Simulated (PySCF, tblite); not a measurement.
# C₅H₁₅NSi₂: geometry, infrared bands and NMR shifts

What infrared bands and NMR shifts should C₅H₁₅NSi₂ (`CCC[C@@H]1C[SiH2]N[SiH2]1`) show?

Programs: tblite 0.8.0 and PySCF 2.14.0, with density-fitted response routines of our own. Each step states its level of theory. These are calculated values for one molecule in the gas phase, unless marked as measured. Atoms are numbered from 0 throughout.

**1. The molecule as given**

23 atoms, charge 0, multiplicity 1; geometry from: force field or distance geometry start.

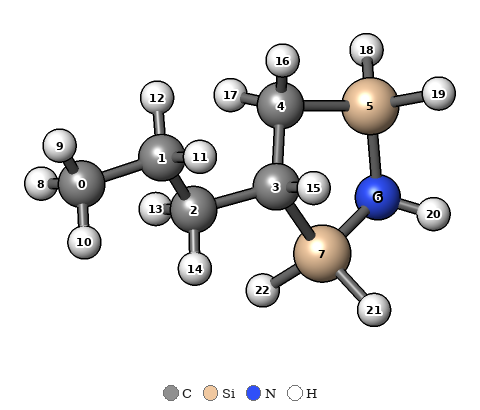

As it starts; carbon grey, silicon light orange, nitrogen blue, hydrogen white, atoms numbered.

**2. Geometry optimisation with GFN2-xTB**

What the job is given:

```
{"job": {"kind": "relax", "xc": "GFN2-xTB", "basis": "xTB"}, "charge": 0, "multiplicity": 1}
C      3.495900     0.017400     0.008000
C      2.074100     0.595000     0.069000
C      1.047400    -0.437600    -0.375800
C     -0.388200     0.146600    -0.397100
C     -0.894900     0.548100     1.020100
Si    -2.781700     0.497100     0.918400
N     -3.154700    -0.788100    -0.141600
Si    -1.728300    -1.078900    -1.043700
H      3.590900    -0.863700     0.652600
H      4.211000     0.765700     0.345900
H      3.739800    -0.272200    -1.016800
H      2.018600     1.482400    -0.549800
H      1.871200     0.904900     1.118900
H      1.091500    -1.318600     0.267700
H      1.294200    -0.769400    -1.387100
H     -0.425000     1.012300    -1.044200
H     -0.527400     1.546200     1.296600
H     -0.557300    -0.167400     1.776100
H     -3.415300     0.268500     2.239400
H     -3.290700     1.724500     0.280800
H     -3.911900    -0.503200    -0.753300
H     -2.043500    -0.804000    -2.465800
H     -1.320500    -2.478500    -0.808100
```

The run is started by

```bash
$ OMP_NUM_THREADS=1 python probes_run.py task.json out
```

The driver reads the jobs from task.json and runs them one after another.

**Question.** This job is followed by: GFN2-xTB harmonic vibrations, gas phase; GIAO PBE0/pcSseg-1 NMR shielding, non-relativistic, gas phase. What will the session give for the following? strongest single infrared mode (GFN2-xTB); zero-point energy (GFN2-xTB); ¹³C shifts against TMS (PBE0/pcSseg-1); ¹H shifts against TMS (PBE0/pcSseg-1, means over atoms taken as alike); ²⁹Si shifts against TMS (PBE0/pcSseg-1); ¹⁵N shifts against NH3 (PBE0/pcSseg-1); surface potential, least and greatest.

The runs gave:

| quantity | value |
| --- | --- |
| strongest single infrared mode (GFN2-xTB) | 2201 cm⁻¹, 870 km/mol |
| zero-point energy (GFN2-xTB) | 117.6 kcal/mol |
| ¹³C shifts against TMS (PBE0/pcSseg-1) | 40.5, 28.4, 26.1, 17.3, 15.4 ppm |
| ¹H shifts against TMS (PBE0/pcSseg-1, means over atoms taken as alike) | 5.12, 5.02, 4.97, 4.73, 1.88, 1.59, 1.43, 1.30, 1.14, 1.11, 1.08, 0.55, -0.59 ppm |
| ²⁹Si shifts against TMS (PBE0/pcSseg-1) | -19.2, -19.8 ppm |
| ¹⁵N shifts against NH3 (PBE0/pcSseg-1) | 9.1 ppm |
| surface potential, least and greatest | -0.54 V and 1.32 V |

In words: Relaxing lowered the energy by 0.475 eV in 33 steps; the close pair that moved most is Si5–N6, from 1.707 to 1.734 Å. No mode is imaginary among the 63: a minimum at this level. The strongest single mode, at 2201 cm⁻¹, moves mainly H22. Unscaled tight-binding wavenumbers are off by several per cent, some by more. Its intensities can rank the bands wrongly. At PBE0/pcSseg-1: The widest tensor belongs to Si5: span 110 ppm, with a paramagnetic part of -511 ppm.
